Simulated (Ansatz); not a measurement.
Geometry relaxation of BH3O

BH3O, computed with RKS CAM-B3LYP/def2-SVP (Ansatz 0.2.0).

It belongs to a series of runs on one base structure; here: start relaxed.

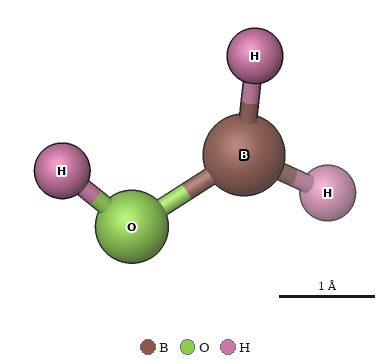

The starting structure (ball-and-stick view, seen at a tilt).

Input:
```yaml
crystal:
  periodic: [false, false, false]
  atoms:
    - { symbol: B, position_ang: [0.0, 0.0, 0.0] }
    - { symbol: O, position_ang: [0.0, 0.0, 1.41] }
    - { symbol: H, position_ang: [-0.9095, -0.2814, 1.7471] }
    - { symbol: H, position_ang: [1.0305, 0.0, -0.595] }
    - { symbol: H, position_ang: [-1.0305, 0.0, -0.595] }
basis:
  gaussian: { orbitals: def2-SVP }
hamiltonian:
  xc: cam_b3lyp
relax:
  f_tol: 0.02
  max_steps: 40
output:
  orbitals: {}
```

Run as:
```bash
ansatz run input.yaml --threads 1 --pin off --max-ram 2048MiB --backend cpu --events-out ev --progress --plain --runs-dir out
```

Output:
```
The last accepted step is kept in [file] (removed where the run ends without a failure and the disk answers)
Engine: ansatz 0.2.0, aarch64-unknown-linux-gnu
Functional definition: CAM-B3LYP
  parameter alpha = 0.19
  parameter beta = 0.46
  parameter omega = 0.33/bohr
  parameter ac = 0.81
  exchange = (1 - alpha - beta)*b88_x + beta*b88_x_sr(omega) + alpha*exact_x + beta*exact_x_lr(omega)
  correlation = (1 - ac)*vwn5_c + ac*lyp_c
466 factors; integrals over basis functions are off by at most 4.9e-4 eV
139 factors; integrals over basis functions are off by at most 2.4e-6 eV
mean field evaluation 1: about -2766.8144 eV, gradient 3.8e1 eV
mean field evaluation 2: about -2764.4206 eV, gradient 5.4e1 eV
mean field evaluation 4: about -2769.4751 eV, gradient 6.7e-1 eV
mean field evaluation 8: about -2769.4753 eV, gradient 3.5e-3 eV
mean field -2769.47532544 eV, -101.7763409921 hartree, gradient 3.8e-5 eV, S^2 0.000000; 0 other end points of the search recorded, 0 dependent functions left out
the calculation of the forces begins
reference -2769.47541344 eV, -101.7763442261 hartree; 8, 8 occupied and 35, 35 virtual orbitals, 466 factors
relax step   1: F+E_penalty+E_count = -2769.47532544 eV  Δ(F+E_penalty+E_count) = +0.000e0 eV  max|allowed force component| = 2.496e0 eV/Å  Δτ_max = 0.0000 Å  (22 SCF iters, accepted)
these checks for a lower state are left out or cut short: starts, cluster_reference, orbital_swaps, neighbouring_geometries, increment
466 factors; integrals over basis functions are off by at most 4.5e-4 eV
139 factors; integrals over basis functions are off by at most 2.4e-6 eV
mean field evaluation 16: about -2769.4889 eV, gradient 5.4e-3 eV
mean field -2769.48758594 eV, -101.7767915570 hartree, gradient 4.6e-5 eV, S^2 0.000000; 0 other end points of the search recorded, 0 dependent functions left out
the calculation of the forces begins
reference -2769.48767504 eV, -101.7767948316 hartree; 8, 8 occupied and 35, 35 virtual orbitals, 466 factors
relax step   2: F+E_penalty+E_count = -2769.48758594 eV  Δ(F+E_penalty+E_count) = -1.226e-2 eV  max|allowed force component| = 3.079e0 eV/Å  Δτ_max = 0.1920 Å  (26 SCF iters, accepted)
these checks for a lower state are left out or cut short: starts, cluster_reference, orbital_swaps, neighbouring_geometries, increment
466 factors; integrals over basis functions are off by at most 4.5e-4 eV
139 factors; integrals over basis functions are off by at most 2.3e-6 eV
mean field -2769.57781003 eV, -101.7801072314 hartree, gradient 4.0e-5 eV, S^2 0.000000; 0 other end points of the search recorded, 0 dependent functions left out
the calculation of the forces begins
reference -2769.57789854 eV, -101.7801104842 hartree; 8, 8 occupied and 35, 35 virtual orbitals, 466 factors
relax step   3: F+E_penalty+E_count = -2769.57781003 eV  Δ(F+E_penalty+E_count) = -9.022e-2 eV  max|allowed force component| = 2.384e0 eV/Å  Δτ_max = 0.2000 Å  (28 SCF iters, accepted)
these checks for a lower state are left out or cut short: starts, cluster_reference, orbital_swaps, neighbouring_geometries, increment
466 factors; integrals over basis functions are off by at most 4.2e-4 eV
139 factors; integrals over basis functions are off by at most 2.2e-6 eV
mean field evaluation 32: about -2769.5986 eV, gradient 1.5e-5 eV
mean field -2769.59858934 eV, -101.7808708569 hartree, gradient 1.5e-5 eV, S^2 0.000000; 0 other end points of the search recorded, 0 dependent functions left out
the calculation of the forces begins
reference -2769.59867821 eV, -101.7808741230 hartree; 8, 8 occupied and 35, 35 virtual orbitals, 466 factors
relax step   4: F+E_penalty+E_count = -2769.59858934 eV  Δ(F+E_penalty+E_count) = -2.078e-2 eV  max|allowed force component| = 1.861e0 eV/Å  Δτ_max = 0.1426 Å  (26 SCF iters, accepted)
these checks for a lower state are left out or cut short: starts, cluster_reference, orbital_swaps, neighbouring_geometries, increment
466 factors; integrals over basis functions are off by at most 4.1e-4 eV
139 factors; integrals over basis functions are off by at most 2.4e-6 eV
mean field -2769.68297384 eV, -101.7839719299 hartree, gradient 9.3e-6 eV, S^2 0.000000; 0 other end points of the search recorded, 0 dependent functions left out
the calculation of the forces begins
reference -2769.68306148 eV, -101.7839751507 hartree; 8, 8 occupied and 35, 35 virtual orbitals, 466 factors
relax step   5: F+E_penalty+E_count = -2769.68297384 eV  Δ(F+E_penalty+E_count) = -8.438e-2 eV  max|allowed force component| = 2.553e-1 eV/Å  Δτ_max = 0.0769 Å  (25 SCF iters, accepted)
these checks for a lower state are left out or cut short: starts, cluster_reference, orbital_swaps, neighbouring_geometries, increment
466 factors; integrals over basis functions are off by at most 4.1e-4 eV
139 factors; integrals over basis functions are off by at most 2.4e-6 eV
mean field -2769.68590677 eV, -101.7840797134 hartree, gradient 4.0e-5 eV, S^2 0.000000; 0 other end points of the search recorded, 0 dependent functions left out
the calculation of the forces begins
reference -2769.68599459 eV, -101.7840829407 hartree; 8, 8 occupied and 35, 35 virtual orbitals, 466 factors
relax step   6: F+E_penalty+E_count = -2769.68590677 eV  Δ(F+E_penalty+E_count) = -2.933e-3 eV  max|allowed force component| = 1.547e-2 eV/Å  Δτ_max = 0.0136 Å  (24 SCF iters, accepted)
```

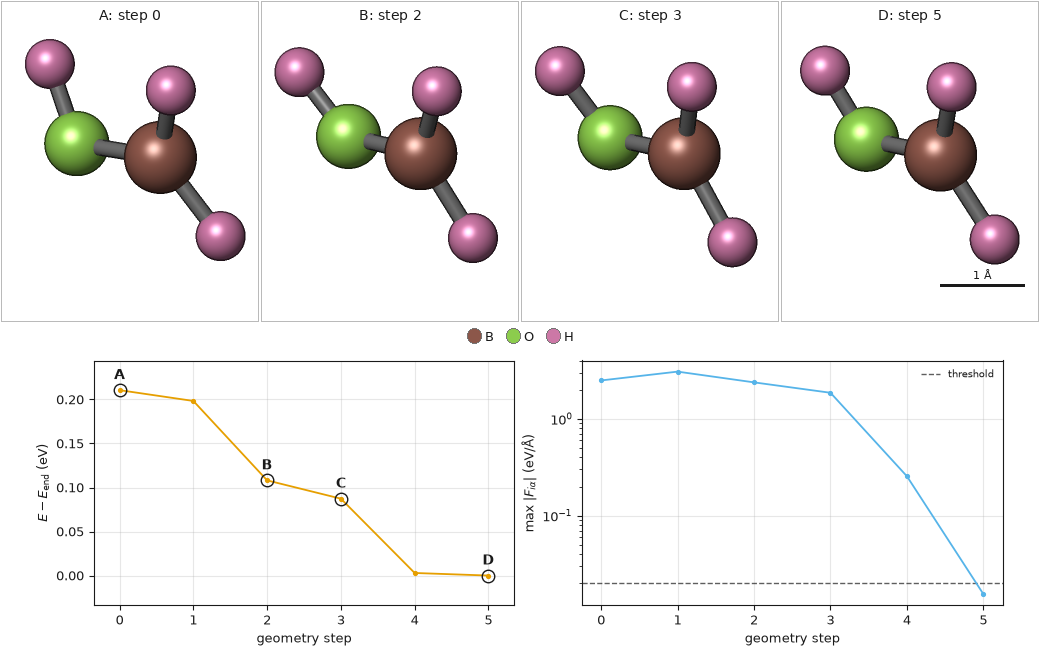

Frames of the relaxation (ball-and-stick view, seen at a tilt) above the curves, on which the letters mark them (the first geometry is step 0 here and step 1 in the log).

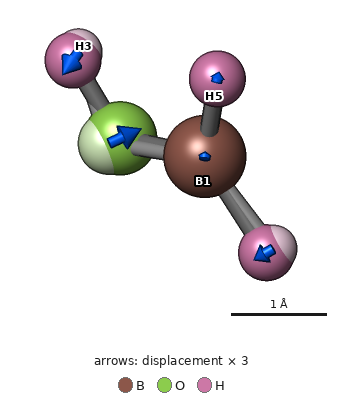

Start (faint) and end (solid) with the displacements as blue arrows, magnified 3 times (ball-and-stick view, seen at a tilt). The two geometries are laid on each other by the best rigid fit. The atom that moves furthest after the best rigid fit is O2 (0.13 Å). By element the largest moves are O 0.13 Å, H 0.11 Å, B 0.03 Å. Among the contacts that change: B1–O2 1.410 → 1.343 Å, O2–H3 1.010 → 0.965 Å, B1–H5 1.190 → 1.211 Å, B1–H4 1.190 → 1.205 Å. Among the angles that change: B1–O2–H3 109.5° → 113.8°, O2–B1–H4 120.0° → 116.7°, H4–B1–H5 120.0° → 122.4°. After 5 geometry steps the energy has fallen by 0.211 eV. The largest force component goes from 2.5 to 0.015 eV/Å. (Atoms are counted from 1 in the order of the input.)

```
466 factors; integrals over basis functions are off by at most 4.1e-4 eV
139 factors; integrals over basis functions are off by at most 2.4e-6 eV
mean field -2769.68590677 eV, -101.7840797134 hartree, gradient 4.0e-5 eV, S^2 0.000000; 1 other end points of the search recorded, 0 dependent functions left out
the calculation of the forces begins
reference -2769.68599459 eV, -101.7840829407 hartree; 8, 8 occupied and 35, 35 virtual orbitals, 466 factors
Total energy: -2769.68599459 eV, -101.7840829407 hartree
Atom 0 at    -0.017595    -0.024079     0.010140 Å, force     0.004690    -0.000755     0.012715 eV/Å
Atom 1 at    -0.001972    -0.108706     1.350223 Å, force    -0.015279    -0.000907    -0.002125 eV/Å
Atom 2 at    -0.878645    -0.175452     1.746856 Å, force     0.005964     0.000444     0.002237 eV/Å
Atom 3 at     1.051441     0.061205    -0.538637 Å, force     0.015469     0.001651    -0.011078 eV/Å
Atom 4 at    -1.062729    -0.034369    -0.601483 Å, force    -0.010844    -0.000433    -0.001749 eV/Å
Dipole moment:    -0.327230    -0.025634     0.159507 e Å
```

Trajectory as extended XYZ (Å, eV, eV/Å), 6 frames, from step=1 to step=6:
```
5
Properties=species:S:1:pos:R:3:forces:R:3 step=1 energy=-2769.47532
B     0.0000    0.0000    0.0000   -0.1071   0.0416   2.4960
O     0.0000    0.0000    1.4100   -1.6027  -0.9775  -1.8627
H    -0.9095   -0.2814    1.7471    1.7480   0.8970  -0.5885
H     1.0305    0.0000   -0.5950    0.4501   0.1766   0.1143
H    -1.0305    0.0000   -0.5950   -0.4884  -0.1377  -0.1592
5
Properties=species:S:1:pos:R:3:forces:R:3 step=2 energy=-2769.48759
B    -0.0037   -0.0063    0.0090    0.2943  -0.6906   1.3656
O     0.0440   -0.1844    1.3798   -3.0787   0.8238  -0.7042
H    -0.9358   -0.1183    1.7177    2.8500  -0.4366  -0.6751
H     1.0471    0.0887   -0.5708    0.0373   0.0535   0.0503
H    -1.0612   -0.0610   -0.5685   -0.1029   0.2499  -0.0366
5
Properties=species:S:1:pos:R:3:forces:R:3 step=3 energy=-2769.57781
B    -0.0417   -0.0230   -0.0056   -0.2300   0.0381  -1.3209
O    -0.0470   -0.1022    1.2993   -0.0124  -0.1437   2.3841
H    -0.8299   -0.1801    1.8757    0.2476   0.0750  -0.9072
H     1.0372    0.0591   -0.5104    0.3268   0.0395  -0.1665
H    -1.0281   -0.0352   -0.6919   -0.3320  -0.0089   0.0105
5
Properties=species:S:1:pos:R:3:forces:R:3 step=4 energy=-2769.59859
B    -0.0075   -0.0769    0.0008   -0.1526   0.6375   0.0688
O     0.0097   -0.1643    1.3428   -1.7505   0.1775   0.8482
H    -0.9044   -0.1157    1.7725    1.8614  -0.3111  -0.9660
H     1.0566    0.1124   -0.5473   -0.0779  -0.3506   0.0425
H    -1.0640   -0.0369   -0.6017    0.1195  -0.1533   0.0065
5
Properties=species:S:1:pos:R:3:forces:R:3 step=5 energy=-2769.68297
B    -0.0230   -0.0247    0.0110    0.1965   0.0177  -0.0234
O     0.0026   -0.1078    1.3490    0.1131   0.0037  -0.0473
H    -0.8729   -0.1748    1.7346   -0.2553  -0.0231   0.2055
H     1.0480    0.0604   -0.5286    0.0447   0.0074  -0.1027
H    -1.0641   -0.0345   -0.5988   -0.0990  -0.0058  -0.0321
5
Properties=species:S:1:pos:R:3:forces:R:3 step=6 energy=-2769.68591
B    -0.0176   -0.0241    0.0101    0.0047  -0.0008   0.0127
O    -0.0020   -0.1087    1.3502   -0.0153  -0.0009  -0.0021
H    -0.8786   -0.1755    1.7469    0.0060   0.0004   0.0022
H     1.0514    0.0612   -0.5386    0.0155   0.0017  -0.0111
H    -1.0627   -0.0344   -0.6015   -0.0108  -0.0004  -0.0017
```

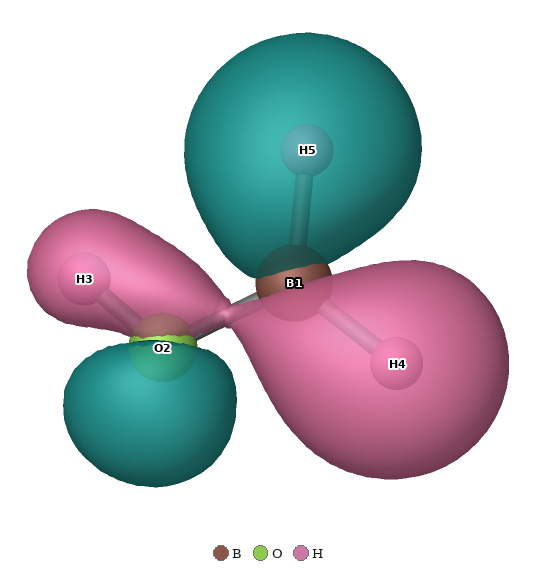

One frontier orbital at ±0.1 Å⁻³ᐟ² (teal and pink are the two phases), seen at a tilt. The HOMO, at −10.14 eV. By Hirshfeld shares it lies mainly on B1 (30 %), H5 (25 %), O2 (25 %) and H4 (20 %); it is symmetric in the molecular plane (σ or in-plane lone-pair type).

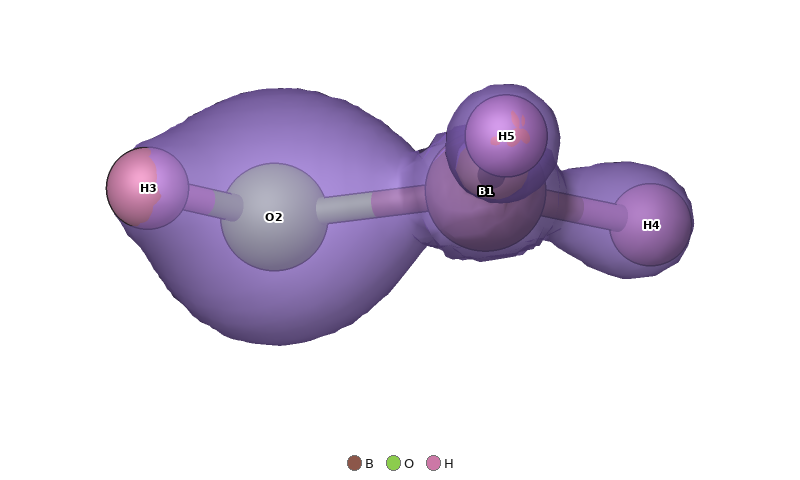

Isosurface of the total electron density at 1 e/Å³ (purple), seen from the side. At this value the surface is in one piece. On the grid the lowest density along these lines, outside the cores, is 1.6 e/Å³ (B–O, 1.34 Å), 2.4 e/Å³ (O–H, 0.96 Å) and 1.2 e/Å³ (B–H, 1.20 Å).

Summary:

```json
{"quantity": "outcome", "value": "converged"}
{"quantity": "total energy", "value": "−2769.6860 eV"}
{"quantity": "mean-field energy", "value": "−2769.6860 eV"}
{"quantity": "largest force (length of the vector) at the end", "value": "0.019 eV/Å"}
{"quantity": "hardware", "value": "1 thread of Arm Neoverse V2, 24 GiB of memory available, shared host"}
{"quantity": "wall time", "value": "5.2 s"}
{"quantity": "peak memory", "value": "0.1 GiB"}
```
